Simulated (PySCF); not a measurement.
Run report: C6H10FO (charge +1), NMR shielding calculation

C6H10FO, charge +1, computed with GIAO PBE0/pcSseg-1 NMR shielding, non-relativistic, gas phase (PySCF 2.14.0).

The geometry comes from this level: GFN2-xTB. Figures and captions count atoms from 1; the log counts them from 0 in places.

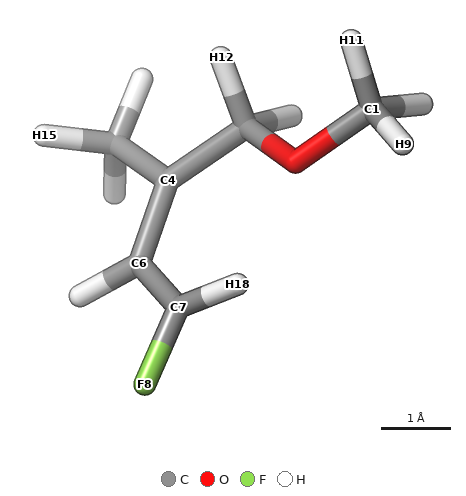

**Figure 1.** The structure as given in the input (stick view, seen at a tilt; atoms are numbered from 1 in the order of the input). Bond lengths as drawn: C–C 1.36 to 1.47 Å, C–F 1.30 Å, C–H 1.08 to 1.11 Å and C–O 1.38 to 1.42 Å.

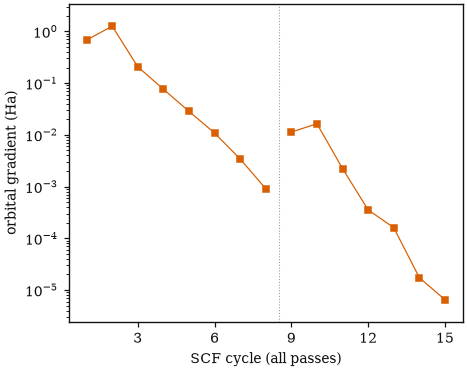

**Figure 2.** Convergence of the self-consistent field: orbital gradient against the SCF cycle. The dotted line marks the change from a coarse to the final integration grid. The first 8 cycles use a coarse grid, the final grid takes over at cycle 9, and the field converges after 15 cycles in all.

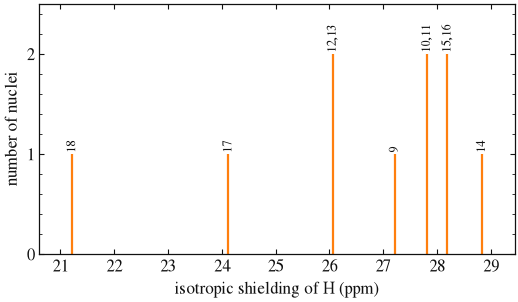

**Figure 3.** Isotropic shieldings of the hydrogen nuclei in this fixed geometry, labelled by atom number; shielding grows to the right, so chemical shift grows to the left. The least shielded is H18 (21.2 ppm), the most shielded H14 (28.8 ppm).

The input that produced these results follows, with the program's output.

### The input
```
{"job": {"kind": "nmr", "xc": "PBE0", "basis": "pcSseg-1", "pop": false}, "charge": 1, "multiplicity": 1}
C      2.459446    -1.195988    -0.143198
O      1.059250    -0.949297    -0.136893
C      0.710792     0.371419    -0.362881
C     -0.726055     0.673665    -0.395813
C     -1.105862     2.070625    -0.638798
C     -1.755755    -0.261220    -0.214913
C     -1.596307    -1.591014     0.031999
F     -2.640137    -2.346772     0.176534
H      2.578131    -2.256288     0.064189
H      2.895980    -0.966064    -1.118264
H      2.966603    -0.615971     0.631557
H      1.162135     1.037809     0.402153
H      1.142387     0.739090    -1.317071
H     -0.255033     2.734541    -0.764073
H     -1.731562     2.436402     0.180222
H     -1.745420     2.134341    -1.523738
H     -2.775210     0.106240    -0.274295
H     -0.652142    -2.115200     0.126867
```

The first line tells a small driver script what to run in PySCF; the rest is the geometry in Å.

Launch command:
```bash
OMP_NUM_THREADS=1 python <driver script> task.json out
```

### Log
```
coarse grid: 14888 points
cycle   1  E = -408.7395659094  dE =  1.355e+00  |g| = 6.779e-01  |ddm| = 3.682e+00
cycle   2  E = -408.5005317263  dE =  2.390e-01  |g| = 1.262e+00  |ddm| = 1.386e+00
cycle   3  E = -408.8184753080  dE = -3.179e-01  |g| = 2.066e-01  |ddm| = 1.075e+00
cycle   4  E = -408.8266903868  dE = -8.215e-03  |g| = 7.623e-02  |ddm| = 2.218e-01
cycle   5  E = -408.8277066126  dE = -1.016e-03  |g| = 2.843e-02  |ddm| = 6.523e-02
cycle   6  E = -408.8278735822  dE = -1.670e-04  |g| = 1.083e-02  |ddm| = 3.090e-02
cycle   7  E = -408.8279034480  dE = -2.987e-05  |g| = 3.412e-03  |ddm| = 1.215e-02
cycle   8  E = -408.8279063447  dE = -2.897e-06  |g| = 9.089e-04  |ddm| = 3.701e-03
final grid: 143784 points
cycle   9  E = -408.8922991273  dE = -3.856e-05  |g| = 1.133e-02  |ddm| = 3.540e-02
cycle  10  E = -408.8922744848  dE =  2.464e-05  |g| = 1.639e-02  |ddm| = 1.813e-02
cycle  11  E = -408.8923243243  dE = -4.984e-05  |g| = 2.223e-03  |ddm| = 1.174e-02
cycle  12  E = -408.8923253770  dE = -1.053e-06  |g| = 3.543e-04  |ddm| = 1.989e-03
cycle  13  E = -408.8923254034  dE = -2.635e-08  |g| = 1.605e-04  |ddm| = 4.365e-04
cycle  14  E = -408.8923254102  dE = -6.827e-09  |g| = 1.736e-05  |ddm| = 1.579e-04
cycle  15  E = -408.8923254102  dE = -6.401e-11  |g| = 6.520e-06  |ddm| = 2.059e-05
converged SCF energy = -408.8923254102

GIAO shielding tensors (ppm)
atom      isotropic    diamagn.    paramagn.     s11        s22        s33       span
  0 C      123.893     243.068    -119.175     92.007     94.522    185.150     93.143
  1 O      284.734     401.803    -117.069    259.289    284.320    310.592     51.303
  2 C       95.938     249.120    -153.181     67.692     80.516    139.607     71.915
  3 C      -65.560     264.083    -329.643   -207.453   -143.669    154.441    361.894
  4 C      153.545     246.778     -93.233    126.614    158.247    175.773     49.160
  5 C       54.017     254.614    -200.597    -24.644     42.833    143.862    168.506
  6 C      -26.444     255.526    -281.969   -148.992    -15.748     85.408    234.400
  7 F      119.684     468.789    -349.105    -76.432     14.370    421.114    497.546
  8 H       27.213      27.818      -0.605     23.311     25.093     33.234      9.922
  9 H       27.805      27.630       0.174     24.349     25.235     33.830      9.482
 10 H       27.817      28.152      -0.335     24.407     25.211     33.832      9.425
 11 H       26.042      31.248      -5.207     22.037     25.781     30.307      8.270
 12 H       26.078      30.459      -4.381     22.096     25.777     30.361      8.265
 13 H       28.831      28.797       0.034     24.671     28.752     33.071      8.400
 14 H       28.193      26.990       1.203     24.514     26.416     33.648      9.134
 15 H       28.193      26.261       1.932     24.541     26.388     33.650      9.109
 16 H       24.123      30.117      -5.994     21.417     22.300     28.652      7.235
 17 H       21.219      31.363     -10.144     15.933     18.849     28.876     12.942
```

### Summary

```csv
quantity,value
outcome,converged
total energy,−408.892325 hartree
HOMO,−12.39 eV
LUMO,−8.36 eV
"isotropic shielding, C",−65.6 to 153.5 ppm
"isotropic shielding, O",284.7 ppm
"isotropic shielding, F",119.7 ppm
"isotropic shielding, H",21.2 to 28.8 ppm
hardware,"1 CPU thread, shared host"
wall time,18 s
peak memory,0.89 GiB
```

### Remarks

Settings chosen away from the usual ones: PBE0/pcSseg-1.
